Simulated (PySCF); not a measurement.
## Run report: C2CuF6 (charge −1), excited-state calculation

System: C2CuF6, charge −1, SMILES F[C](F)(F)[Cu-][C](F)(F)F.
Method: TDDFT CAM-B3LYP/def2-SVPD, vertical, gas phase, core orbitals frozen in the response (PySCF 2.14.0).

The geometry comes from this level: PBE0-D3(BJ)/def2-SVP. It belongs to a series of runs on one base structure; here: both: Cl to CF3.

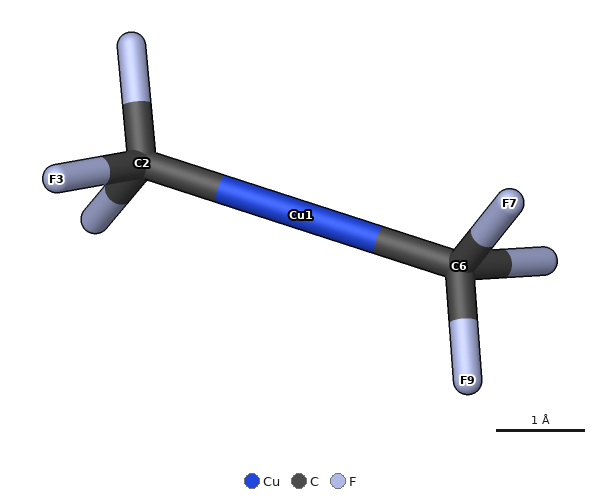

Fig. 1: The structure (stick view, seen at a tilt; atoms are numbered from 1 in the order of the input). Sticks mark near contacts. Bond lengths as drawn: C–Cu 1.97 Å and C–F 1.38 Å.

### Summary

- outcome: converged
- total energy: −2315.139289 hartree
- HOMO: −3.88 eV
- LUMO: 4.45 eV
- mean polarisability: 61.29 a.u.
- lowest singlet excitation: 5.17 eV
- hardware: 1 CPU thread, shared host
- wall time: 2.4 min
- peak memory: 1 GiB

### Input
```
{"job": {"kind": "uv", "xc": "CAM-B3LYP", "basis": "def2-SVPD", "ip": false, "nstates": 15}, "charge": -1, "multiplicity": 1}
Cu     0.019132    -0.008247    -0.002824
C     -0.024255    -0.213388     1.951304
F     -1.048819     0.450512     2.585750
F      1.094363     0.233813     2.617571
F     -0.161570    -1.503710     2.411158
C      0.056513     0.197264    -1.957042
F     -1.011171    -0.357214    -2.625347
F      1.141304    -0.363061    -2.590216
F      0.067252     1.494602    -2.416004
```

The first line tells a small driver script what to run in PySCF; the rest is the geometry in Å.

Launched with:
```bash
OMP_NUM_THREADS=1 python <driver script> task.json out
```

### What the program printed
```
coarse grid: 49600 points
cycle   1  E = -2314.5774385133  dE =  8.422e-01  |g| = 2.035e+00  |ddm| = 4.123e+00
cycle   2  E = -2313.9519427452  dE =  6.255e-01  |g| = 2.729e+00  |ddm| = 6.498e+00
cycle   3  E = -2315.1341633118  dE = -1.182e+00  |g| = 1.951e-01  |ddm| = 5.112e+00
cycle   4  E = -2315.1374134467  dE = -3.250e-03  |g| = 1.146e-01  |ddm| = 2.451e-01
cycle   5  E = -2315.1393606262  dE = -1.947e-03  |g| = 2.351e-02  |ddm| = 1.449e-01
cycle   6  E = -2315.1394458968  dE = -8.527e-05  |g| = 3.747e-03  |ddm| = 2.547e-02
cycle   7  E = -2315.1394504130  dE = -4.516e-06  |g| = 1.639e-03  |ddm| = 1.073e-02
final grid: 105080 points
cycle   8  E = -2315.1392873338  dE =  8.793e-07  |g| = 3.404e-03  |ddm| = 5.783e-03
cycle   9  E = -2315.1392810736  dE =  6.260e-06  |g| = 7.739e-03  |ddm| = 1.361e-02
cycle  10  E = -2315.1392888723  dE = -7.799e-06  |g| = 1.632e-04  |ddm| = 9.233e-03
cycle  11  E = -2315.1392888787  dE = -6.446e-09  |g| = 4.526e-05  |ddm| = 2.498e-04
cycle  12  E = -2315.1392888796  dE = -8.554e-10  |g| = 3.037e-05  |ddm| = 1.899e-04
```

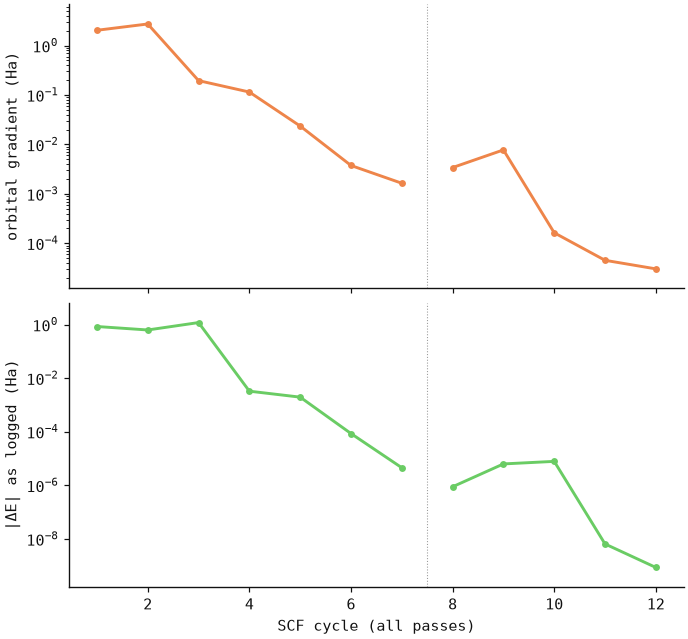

Fig. 2: Convergence of the self-consistent field: orbital gradient and size of the energy change against the SCF cycle. The dotted line marks the change from a coarse to the final integration grid. The first 7 cycles use a coarse grid, the final grid takes over at cycle 8, and the field converges after 12 cycles in all.

```
converged SCF energy = -2315.1392888796

Static polarisability (au): isotropic 61.295, principal 58.019 58.034 67.832

Singlet excitations
state   eV       nm        f      main configurations
  1   5.1732    239.7   0.11753   H->L 0.86
  2   5.1752    239.6   0.11749   H->L+1 0.86
  3   5.7569    215.4   0.00000   H-2->L 0.45, H-3->L+1 0.44
  4   5.7570    215.4   0.00001   H-3->L 0.45, H-2->L+1 0.44
  5   5.8598    211.6   0.00000   H->L+2 0.93
  6   5.9412    208.7   0.00326   H-4->L 0.45, H-5->L+1 0.35
  7   5.9413    208.7   0.00329   H-5->L 0.41, H-4->L+1 0.40
  8   5.9641    207.9   0.00011   H-5->L+1 0.48, H-4->L 0.40
  9   5.9941    206.8   0.04699   H-2->L+1 0.20, H-3->L 0.20, H-3->L+1 0.18
 10   5.9941    206.8   0.04697   H-3->L+1 0.20, H-2->L 0.20, H-2->L+1 0.18
 11   6.1086    203.0   0.05182   H-4->L+1 0.41, H-5->L 0.41, H-1->L+2 0.09
 12   6.1554    201.4   0.00003   H-1->L 0.94
 13   6.1573    201.4   0.00022   H-1->L+1 0.94
 14   6.4234    193.0   0.00000   H-3->L+2 0.80, H-3->L+16 0.09, H-3->L+4 0.09
 15   6.4236    193.0   0.00000   H-2->L+2 0.80, H-2->L+16 0.09, H-2->L+4 0.09

Triplet excitations (Tamm-Dancoff, eV): 4.5770 4.5795 5.0779 5.6520
```

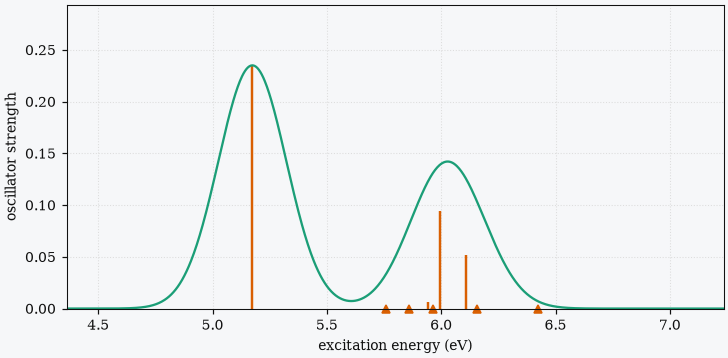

Fig. 3: Computed excitations as sticks (degenerate states added up, dark ones marked on the axis), with a Gaussian envelope of 0.35 eV full width at half maximum, scaled to the tallest. Of the 15 states the lowest lies at 5.17 eV (f = 0.118); the strongest line is at 5.17 eV, or 240 nm (f = 0.235, summed over 2 states that lie within 0.004 eV).

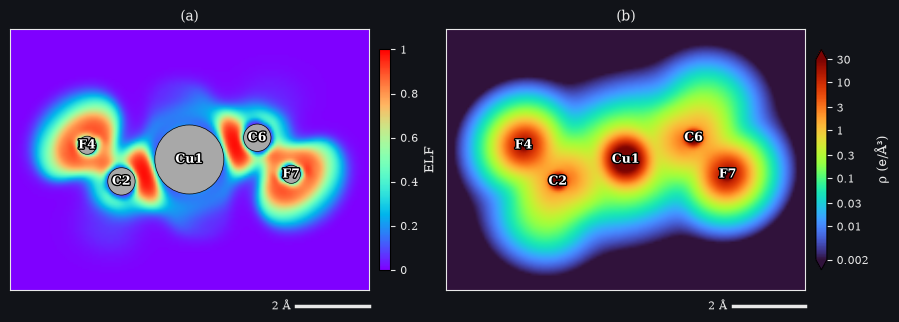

Fig. 4: (a) electron localisation function; (b) electron density on the plane of atoms Cu1, C6 and F7. Grey discs, where drawn, cover atomic cores. Atoms in the plane: Cu, C and F. C–F (1.38 Å): ρ is about 2.1 e/Å³ halfway, with its minimum of 1.6 e/Å³ about 0.5 Å from C; the ELF peaks at about 0.85 between the atoms (a shared but strongly polarised pair). C–Cu (1.97 Å): ρ at the midpoint is about 0.76 e/Å³; the ELF peaks at about 1 in the valence shell of C, 0.6 Å from its nucleus, and is about 0.40 at the midpoint.

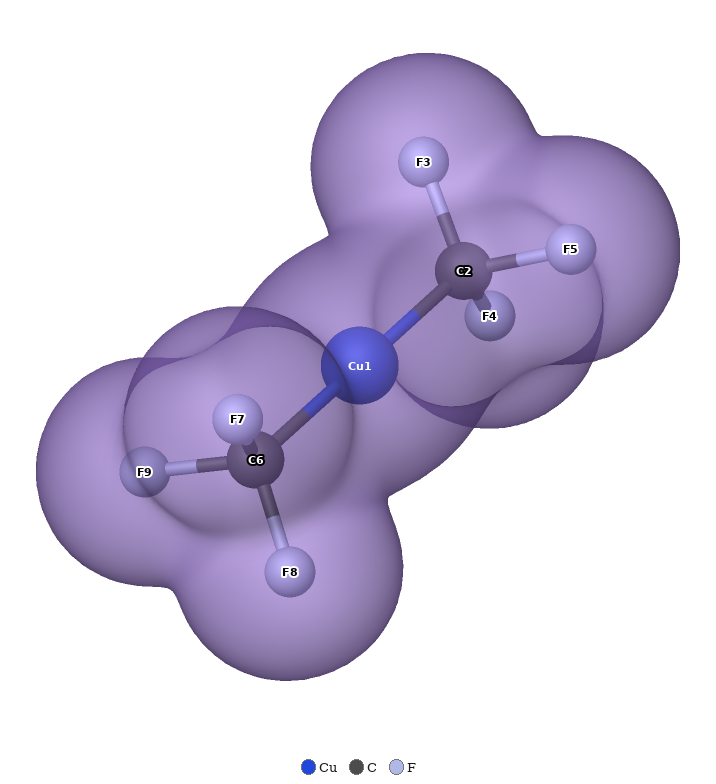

Fig. 5: Isosurface of the electron density at 0.05 e/Å³ (purple), seen at an oblique angle. At this value the surface is in one piece. On the grid the lowest density along these lines, outside the cores, is 1.6 e/Å³ (C–F, 1.38 Å) and 0.74 e/Å³ (C–Cu, 1.97 Å).
